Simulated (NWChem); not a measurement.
**C₂H₄OS: single-point calculation (part 2 of 2)**

The same run, continued: C₂H₄OS; CCSD(T)/def2-SVP, RHF (NWChem 7.3.0). A bond length was changed on purpose from its optimised value.

Geometry of the input (Å):
```
C  -0.0714  1.4953  0.0509
C  0.2786  -0.4120  -0.1776
O  1.1551  -0.8609  -0.8579
S  -0.8805  -1.4407  0.7176
H  0.8472  2.0511  -0.1323
H  -0.4649  1.7208  1.0427
H  -0.8187  1.7992  -0.6873
H  -0.3684  -2.5923  0.2549
```

**Output, continued**
```
 Vector   17  Occ=2.000000D+00  E=-5.550168D-01
              MO Center=  3.6D-01,  1.5D-01, -3.9D-01, r^2= 3.0D+00
   Bfn.  Coefficient  Atom+Function         Bfn.  Coefficient  Atom+Function
  ----- ------------  ---------------      ----- ------------  ---------------
    34      0.303564  3 O  pz                71      0.236515  7 H  s
    32      0.233814  3 O  px                37      0.213540  3 O  pz
     6     -0.211200  1 C  pz                20      0.200512  2 C  pz
     4     -0.172349  1 C  px                35      0.166044  3 O  px
    18      0.161195  2 C  px

 Vector   18  Occ=2.000000D+00  E=-5.124152D-01
              MO Center= -6.9D-01, -1.2D+00,  5.6D-01, r^2= 2.6D+00
   Bfn.  Coefficient  Atom+Function         Bfn.  Coefficient  Atom+Function
  ----- ------------  ---------------      ----- ------------  ---------------
    46      0.303631  4 S  s                 76     -0.293769  8 H  s
    45      0.259104  4 S  s                 53     -0.246747  4 S  px
    50     -0.214764  4 S  px                55      0.205917  4 S  pz
    54      0.200569  4 S  py                44     -0.184513  4 S  s
    51      0.181613  4 S  py                52      0.180058  4 S  pz

 Vector   19  Occ=2.000000D+00  E=-3.959126D-01
              MO Center= -6.3D-01, -1.4D+00,  5.2D-01, r^2= 2.0D+00
   Bfn.  Coefficient  Atom+Function         Bfn.  Coefficient  Atom+Function
  ----- ------------  ---------------      ----- ------------  ---------------
    55      0.487146  4 S  pz                53      0.410279  4 S  px
    52      0.324351  4 S  pz                50      0.277653  4 S  px
    49      0.183342  4 S  pz                34     -0.178138  3 O  pz
    47      0.156637  4 S  px                37     -0.151547  3 O  pz

 Vector   20  Occ=2.000000D+00  E=-3.865927D-01
              MO Center=  2.3D-01, -2.4D-01, -1.4D-01, r^2= 3.2D+00
   Bfn.  Coefficient  Atom+Function         Bfn.  Coefficient  Atom+Function
  ----- ------------  ---------------      ----- ------------  ---------------
    33      0.382683  3 O  py                36      0.322020  3 O  py
     5      0.284631  1 C  py                19     -0.222111  2 C  py
     8      0.219206  1 C  py                53      0.213192  4 S  px
    55     -0.211074  4 S  pz                 3     -0.171214  1 C  s
    50      0.152134  4 S  px

 Vector   21  Occ=0.000000D+00  E= 1.430068D-01
              MO Center=  3.3D-01, -5.0D-01, -1.9D-01, r^2= 2.3D+00
   Bfn.  Coefficient  Atom+Function         Bfn.  Coefficient  Atom+Function
  ----- ------------  ---------------      ----- ------------  ---------------
    23      0.588537  2 C  pz                37     -0.385019  3 O  pz
    20      0.371323  2 C  pz                21      0.371871  2 C  px
    72      0.301530  7 H  s                 35     -0.297947  3 O  px
    34     -0.276586  3 O  pz                18      0.262994  2 C  px
    53     -0.263384  4 S  px                32     -0.209315  3 O  px

 Vector   22  Occ=0.000000D+00  E= 1.528866D-01
              MO Center= -2.2D-01, -3.0D-02,  1.5D-01, r^2= 7.2D+00
   Bfn.  Coefficient  Atom+Function         Bfn.  Coefficient  Atom+Function
  ----- ------------  ---------------      ----- ------------  ---------------
     3      1.970977  1 C  s                 77     -0.948646  8 H  s
    67     -0.777020  6 H  s                 62     -0.741855  5 H  s
    17     -0.733194  2 C  s                 46      0.731089  4 S  s
    72     -0.675571  7 H  s                 22     -0.351120  2 C  py
    55     -0.325296  4 S  pz                53      0.320360  4 S  px

 Vector   23  Occ=0.000000D+00  E= 1.644548D-01
              MO Center= -5.7D-01, -1.0D+00,  4.3D-01, r^2= 4.0D+00
   Bfn.  Coefficient  Atom+Function         Bfn.  Coefficient  Atom+Function
  ----- ------------  ---------------      ----- ------------  ---------------
    17      1.086003  2 C  s                 54     -1.023182  4 S  py
    77     -0.806250  8 H  s                  8      0.541635  1 C  py
     3     -0.415421  1 C  s                 21     -0.354937  2 C  px
    16      0.285038  2 C  s                 51     -0.208573  4 S  py
    23      0.202629  2 C  pz                53     -0.202278  4 S  px

 Vector   24  Occ=0.000000D+00  E= 1.987838D-01
              MO Center= -3.1D-01,  7.8D-01,  3.9D-02, r^2= 7.4D+00
   Bfn.  Coefficient  Atom+Function         Bfn.  Coefficient  Atom+Function
  ----- ------------  ---------------      ----- ------------  ---------------
     3      2.176063  1 C  s                 72     -1.275519  7 H  s
    67     -1.101743  6 H  s                 62     -0.939145  5 H  s
    77      0.806487  8 H  s                 46     -0.732514  4 S  s
     8      0.713477  1 C  py                53     -0.321353  4 S  px
    21     -0.297568  2 C  px                55      0.283008  4 S  pz

 Vector   25  Occ=0.000000D+00  E= 2.528136D-01
              MO Center=  1.5D-01,  1.9D+00,  6.1D-01, r^2= 4.1D+00
   Bfn.  Coefficient  Atom+Function         Bfn.  Coefficient  Atom+Function
  ----- ------------  ---------------      ----- ------------  ---------------
    67     -1.837308  6 H  s                 62      1.674760  5 H  s
     9      1.028386  1 C  pz                 7     -0.806717  1 C  px
    72      0.435231  7 H  s                  8     -0.380339  1 C  py
     6      0.224320  1 C  pz                 4     -0.163909  1 C  px

 Vector   26  Occ=0.000000D+00  E= 2.574609D-01
              MO Center= -3.1D-01,  1.9D+00, -4.6D-01, r^2= 4.5D+00
   Bfn.  Coefficient  Atom+Function         Bfn.  Coefficient  Atom+Function
  ----- ------------  ---------------      ----- ------------  ---------------
    72      1.914465  7 H  s                 62     -1.401327  5 H  s
     7      1.011173  1 C  px                 9      0.836102  1 C  pz
    67     -0.815562  6 H  s                  4      0.233216  1 C  px
     3      0.203524  1 C  s                  6      0.196650  1 C  pz
    77      0.196992  8 H  s                 23     -0.184452  2 C  pz

 Vector   27  Occ=0.000000D+00  E= 3.068646D-01
              MO Center= -2.1D-01, -7.7D-01,  2.0D-01, r^2= 4.2D+00
   Bfn.  Coefficient  Atom+Function         Bfn.  Coefficient  Atom+Function
  ----- ------------  ---------------      ----- ------------  ---------------
    22      1.168225  2 C  py                46      1.004321  4 S  s
    53      0.748998  4 S  px                 8      0.635494  1 C  py
    77     -0.624158  8 H  s                 55     -0.578233  4 S  pz
    17     -0.514797  2 C  s                 19      0.493346  2 C  py
    67     -0.480116  6 H  s                 31      0.355583  3 O  s

 Vector   28  Occ=0.000000D+00  E= 3.601467D-01
              MO Center=  3.8D-01, -4.9D-01, -2.1D-01, r^2= 3.6D+00
   Bfn.  Coefficient  Atom+Function         Bfn.  Coefficient  Atom+Function
  ----- ------------  ---------------      ----- ------------  ---------------
    31      1.908201  3 O  s                 17     -1.584713  2 C  s
    21     -1.379119  2 C  px                23      1.058567  2 C  pz
     3     -0.569991  1 C  s                 22      0.569632  2 C  py
    67      0.491612  6 H  s                 35     -0.420622  3 O  px
    54     -0.386057  4 S  py                37      0.332518  3 O  pz

 Vector   29  Occ=0.000000D+00  E= 5.302993D-01
              MO Center= -5.4D-01, -8.8D-01,  3.8D-01, r^2= 5.2D+00
   Bfn.  Coefficient  Atom+Function         Bfn.  Coefficient  Atom+Function
  ----- ------------  ---------------      ----- ------------  ---------------
    46      1.368317  4 S  s                 45     -1.170697  4 S  s
    77     -1.145404  8 H  s                  3      0.786804  1 C  s
    22     -0.664246  2 C  py                31     -0.564413  3 O  s
    76      0.558286  8 H  s                  7     -0.507619  1 C  px
    17      0.430340  2 C  s                  8     -0.411285  1 C  py

 Vector   30  Occ=0.000000D+00  E= 5.657648D-01
              MO Center= -6.7D-01, -1.4D+00,  5.2D-01, r^2= 3.2D+00
   Bfn.  Coefficient  Atom+Function         Bfn.  Coefficient  Atom+Function
  ----- ------------  ---------------      ----- ------------  ---------------
    46      1.423031  4 S  s                 45     -1.103122  4 S  s
    76     -0.733037  8 H  s                 22      0.655567  2 C  py
    16     -0.474218  2 C  s                  3     -0.401997  1 C  s
    53      0.397203  4 S  px                 8      0.364847  1 C  py
    31      0.348001  3 O  s                  7     -0.332701  1 C  px

 center of mass
 --------------
 x =  -0.19893721 y =  -1.08985363 z =   0.20341671

 moments of inertia (a.u.)
 ------------------
         458.830515536917         -63.574639058607         128.402639426037
         -63.574639058607         276.587077087354          53.950863272900
         128.402639426037          53.950863272900         525.312658932484

  Mulliken analysis of the total density
  --------------------------------------

    Atom       Charge   Shell Charges
 -----------   ------   -------------------------------------------------------
    1 C    6     6.12   1.99  0.85  0.32  1.92  1.00  0.03
    2 C    6     5.82   1.99  0.94  0.32  1.76  0.71  0.11
    3 O    8     8.33   1.99  1.08  0.72  2.79  1.72  0.02
    4 S   16    16.06   2.00  1.99  1.18  0.66  5.94  1.76  2.45  0.08
    5 H    1     0.92   0.74  0.15  0.03
    6 H    1     0.93   0.74  0.16  0.03
    7 H    1     0.92   0.74  0.16  0.03
    8 H    1     0.91   0.71  0.17  0.03

       Multipole analysis of the density wrt the origin
       ------------------------------------------------

     L   x y z        total         open         nuclear
     -   - - -        -----         ----         -------
     0   0 0 0     -0.000000      0.000000     40.000000

     1   1 0 0     -0.524232      0.000000     -8.331732
     1   0 1 0      0.390793      0.000000    -38.663093
     1   0 0 1      0.356531      0.000000      8.192599

     2   2 0 0    -26.169406      0.000000     90.404345
     2   1 1 0      1.000559      0.000000     40.823401
     2   1 0 1      1.655728      0.000000    -66.006423
     2   0 2 0    -19.519104      0.000000    252.472530
     2   0 1 1     -0.661352      0.000000    -36.107769
     2   0 0 2    -25.253317      0.000000     57.039769

                   Four-Index Transformation
                   -------------------------
          Number of basis functions:             80
          Number of shells:                      38
          Number of occupied orbitals:           20
          Number of occ. correlated orbitals:    12
          Block length:                          16
          Superscript MO index range:      9 -   20
          Subscript MO index range:        9 -   80
          MO coefficients read from:  ./nw.movecs
          Number of operator matrices in core:  156
          Half-transformed integrals produced

     Pass:    1     Index range:    9  -   20     Time:      1.16
 ------------------------------------------
 MP2 Energy (coupled cluster initial guess)
 ------------------------------------------
 Reference energy:           -550.160180264180553
 MP2 Corr. energy:             -0.594680986509087
 Total MP2 energy:           -550.754861250689601

 ****************************************************************************
              the segmented parallel ccsd program:    1 nodes
 ****************************************************************************

 level of theory    ccsd(t)
 number of core         8
 number of occupied    12
 number of virtual     60
 number of deleted      0
 total functions       80
 number of shells      38
 basis label          566

   ***** ccsd parameters *****
   iprt   =     0
   convi  =  0.100E-05
   maxit  =    60
   mxvec  =     5
 memory            144169388
  Using  1 OpenMP thread(s) in CCSD
  Failed reading restart vector from ./nw.t2
  Using MP2 initial guess vector

 iter     correlation     delta       rms       T2     Non-T2      Main
             energy      energy      error      ampl     ampl      Block
                                                time     time      time
   1     -0.6061384411 -6.061D-01  7.558D-02     3.07     0.00     2.91
   2     -0.6273529154 -2.121D-02  1.046D-01     3.06     0.00     2.91
   3     -0.6274244159 -7.150D-05  1.277D-02     3.06     0.00     2.91
   4     -0.6305300435 -3.106D-03  5.673D-03     3.06     0.00     2.91
   5     -0.6310541990 -5.242D-04  3.012D-03     3.06     0.00     2.91
   6     -0.6310715437 -1.734D-05  3.946D-04     3.06     0.00     2.91
   7     -0.6310621705  9.373D-06  7.028D-05     3.06     0.00     2.91
   8     -0.6310665784 -4.408D-06  1.575D-04     3.06     0.00     2.91
   9     -0.6310584689  8.110D-06  2.317D-05     3.06     0.00     2.91
  10     -0.6310603434 -1.874D-06  1.793D-05     3.06     0.00     2.91
  11     -0.6310613366 -9.932D-07  2.593D-06     3.07     0.00     2.92
  12     -0.6310617007 -3.641D-07  1.557D-06     3.06     0.00     2.91
  13     -0.6310618594 -1.588D-07  2.272D-06     3.06     0.00     2.91
  14     -0.6310618950 -3.559D-08  1.969D-07     3.06     0.00     2.91
                  *************converged*************

 -----------
 CCSD Energy
 -----------
 Reference energy:            -550.160180264180553
 CCSD corr. energy:             -0.631061895032077
 Total CCSD energy:           -550.791242159212629

 --------------------------------
 Spin Component Scaled (SCS) CCSD
 --------------------------------
 Same spin contribution:                 -0.131638757809649
 Same spin scaling factor:                1.130000000000000
 Opposite spin contribution:             -0.499423137222427
 Opposite spin scaling fact.:             1.270000000000000
 SCS-CCSD correlation energy:            -0.783019180597387
 Total SCS-CCSD energy:                -550.943199444777974
 memory            144169388

*********triples calculation*********

nkpass=    1; nvpass=    1; memdrv=         239820; memtrn=         892285; memavail=      144168652
 memory available/node                      144168652
 total number of virtual orbitals        60
 number of virtuals per integral pass    60
 number of integral evaluations           1
 number of occupied per triples pass     12
 number of triples passes                 1

 commencing integral evaluation        1 at          44.14
  symmetry use  F
 commencing triples evaluation - blocking       1
 Time for integral evaluation pass     1        2.43
 Time for triples evaluation pass      1        7.36

 pseudo-e(mp4)  -0.25510299542398E-01
 pseudo-e(mp5)   0.20692304656928E-02
        e(t)    -0.23441069076706E-01

 --------------
 CCSD(T) Energy
 --------------
 Reference energy:                    -550.160180264180553

 CCSD corr. energy:                     -0.631061895032077
 T(CCSD) corr. energy:                  -0.025510299542398
 Total CCSD+T(CCSD) energy:           -550.816752458754991

 CCSD corr. energy:                     -0.631061895032077
 (T) corr. energy:                      -0.023441069076706
 Total CCSD(T) energy:                -550.814683228289368

 routine      calls  cpu(0)   cpu-min  cpu-ave  cpu-max   i/o
 aoccsd          1     0.01     0.01     0.01     0.01    0.00
 iterdrv         1     0.02     0.02     0.02     0.02    0.00
 pampt          14     0.08     0.08     0.08     0.08    0.00
 t2pm           14     0.18     0.18     0.18     0.18    0.00
 sxy            14     0.64     0.64     0.64     0.64    0.00
 ints      7489734    29.84    29.84    29.84    29.84    0.00
 t2eri       10374     7.52     7.52     7.52     7.52    0.00
 idx2        10374     1.66     1.66     1.66     1.66    0.00
 idx34          14     0.16     0.16     0.16     0.16    0.00
 ht2pm          14     0.28     0.28     0.28     0.28    0.00
 itm            14     1.58     1.58     1.58     1.58    0.00
 pdiis          14     0.04     0.04     0.04     0.04    0.00
 triples         1     0.00     0.00     0.00     0.00    0.00
 rdtrpo          1     0.01     0.01     0.01     0.01    0.00
 trpmos          1     2.43     2.43     2.43     2.43    0.00
 trpdrv          1     0.61     0.61     0.61     0.61    0.00
 dovvv      112320     4.30     4.30     4.30     4.30    0.00
 doooo      112320     0.98     0.98     0.98     0.98    0.00
 tengy      103680     1.42     1.42     1.42     1.42    0.00
 Total                51.75    51.75    51.75    51.75    0.00

 Task  times  cpu:       60.1s     wall:       60.1s
 Total times  cpu:       60.1s     wall:       60.1s
```

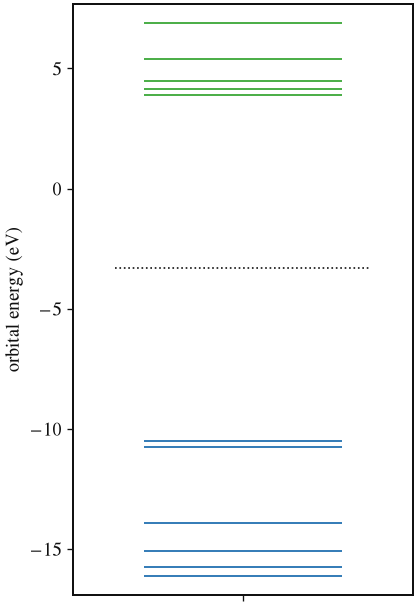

**Figure 1.** Orbital energies near the frontier (SCF reference); the dotted line parts filled from empty levels, and levels within 0.02 eV of each other stand side by side. Highest filled −10.52 eV, lowest empty 3.89 eV, 14.41 eV apart.

**Summary**

```csv
quantity,value
outcome,converged
total energy,−550.814683 hartree
SCF energy,−550.160180 hartree
MP2 energy,−550.754861 hartree
CCSD energy,−550.791242 hartree
correlation energy,−0.654503 hartree
(T) correction,−0.023441 hartree
basis functions,80
HOMO of the SCF reference,−10.52 eV
LUMO of the SCF reference,3.89 eV
wall time,61 s
peak memory,0.22 GiB
```
